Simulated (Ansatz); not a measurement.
# SnH3O (SMILES [OH][SnH2]): UPBE0/def2-TZVP (core potential)

What is the electronic atomisation energy of SnH3O at UPBE0/def2-TZVP (core potential)? 

The calculation is run with Ansatz 0.2.0.

28 further runs of the same task are left out: 28 set aside as unsound or not needed. Runs told in other sessions of the task aren't counted.

## 1. The molecule

SnH3O: 5 atoms, total charge 0, spin state doublet. SMILES: `[OH][SnH2]`. The coordinates come from a PBE0-D4/def2-TZVP relaxation. This is one conformer, not always the lowest.

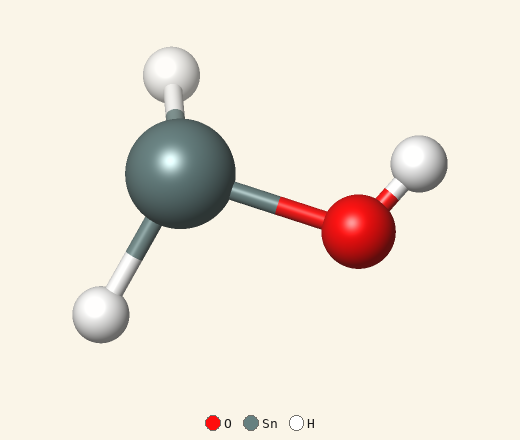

The structure, seen from a chosen angle (oxygen red, tin teal, hydrogen white).

## 2. A single-point energy at UPBE0/def2-TZVP (core potential)

The input, run.yaml:

```yaml
crystal:
  periodic: [false, false, false]
  atoms:
    - {symbol: O, position_ang: [0.707400, -0.732900, 0.861900]}
    - {symbol: Sn, position_ang: [0.104500, 0.308800, -0.705500]}
    - {symbol: H, position_ang: [0.368600, -1.631300, 0.873200]}
    - {symbol: H, position_ang: [-1.606800, 0.061300, -0.845900]}
    - {symbol: H, position_ang: [0.476300, 1.920400, -0.224900]}
basis:
  gaussian:
    orbitals: def2-TZVP
magnetization:
  spin_polarized: true
  initial_magnetization: 1
hamiltonian:
  xc: pbe0
accuracy: high
output:
  orbitals: {seedname: orbitals}
```

On the command line:

```console
$ ansatz run run.yaml --threads 1 --pin off --max-ram 2610MiB --events-out events.jsonl --progress --plain --runs-dir runs
```

Log:

```text
Warning: RAYON_NUM_THREADS=1 ignored (pool sized by the plan → 1); use --threads N
Functional definition: PBE0
  name "PBE0"
  parameter a = 0.25
  parameter kappa = 0.804
  parameter beta = 0.06672455060314922
  exchange = (1 - a)*pbe_x(kappa = kappa, mu = beta*pi^2/3) + a*exact_x
  correlation = pbe_c(beta = beta)
1887 factors; integrals over basis functions are off by at most 3.8e-9 eV
mean field evaluation 1: about -7919.4538 eV, gradient 4.1e1 eV
mean field evaluation 2: about -7877.0704 eV, gradient 1.0e2 eV
mean field evaluation 4: about -7925.2175 eV, gradient 3.2e0 eV
mean field evaluation 8: about -7925.3084 eV, gradient 2.4e-1 eV
mean field evaluation 16: about -7925.3087 eV, gradient 3.7e-4 eV
mean field -7925.30873043 eV, -291.2497238760 hartree, gradient 6.7e-8 eV, S^2 0.752704; 0 other end points of the search recorded, 0 dependent functions left out
reference -7925.30873358 eV, -291.2497239918 hartree; 17, 16 occupied and 82, 83 virtual orbitals, 1887 factors
Total energy: -7925.30873358 eV, -291.2497239918 hartree
```

It took 4.8 s on 1 thread of AMD EPYC 9R45 (Zen 5), shared host; peak memory 0.39 GiB.

## 3. The H atom, same level

The input, in.yaml:

```yaml
crystal:
  periodic: [false, false, false]
  atoms:
    - {symbol: H, position_ang: [0.000000, 0.000000, 0.000000]}
basis:
  gaussian:
    orbitals: def2-TZVP
accuracy: high
hamiltonian:
  xc: {name: PBE0}
magnetization:
  spin_polarized: true
  initial_magnetization: 1
```

Run the same way, it converges to -0.50104 Eh (log not shown).

## 4. The O atom

The input, job.yaml:

```yaml
crystal:
  periodic: [false, false, false]
  atoms:
    - {symbol: O, position_ang: [0.000000, 0.000000, 0.000000]}
basis:
  gaussian:
    orbitals: def2-TZVP
magnetization:
  spin_polarized: true
  initial_magnetization: 2
hamiltonian:
  xc: pbe0
accuracy: high
```

Run the same way, it converges to -75.01860 Eh (log not shown).

## 5. The Sn atom

The input, in.yaml:

```yaml
crystal:
  periodic: [false, false, false]
  atoms:
    - {symbol: Sn, position_ang: [0.000000, 0.000000, 0.000000]}
basis:
  gaussian:
    orbitals: def2-TZVP
accuracy: high
hamiltonian:
  xc: pbe0
magnetization:
  spin_polarized: true
  initial_magnetization: 2
```

Run the same way, it converges to -214.25872 Eh (log not shown).

## 6. Results

Level: UPBE0/def2-TZVP (core potential).

```
                                    quantity          value
                      molecule: total energy  -291.24972 Eh
molecule: HOMO energy (highest over α and β)       -6.16 eV
 molecule: LUMO energy (lowest over α and β)       -3.15 eV
                              molecule: ⟨S²⟩          0.753
                        H atom: total energy    -0.50104 Eh
                                H atom: ⟨S²⟩          0.750
                        O atom: total energy   -75.01860 Eh
                                O atom: ⟨S²⟩          2.003
                       Sn atom: total energy  -214.25872 Eh
                               Sn atom: ⟨S²⟩          2.003
               electronic atomisation energy      12.770 eV
```

**Reading.** Taking the molecule apart into free atoms costs 12.77 eV (294 kcal/mol), before zero-point energy and without spin-orbit coupling.
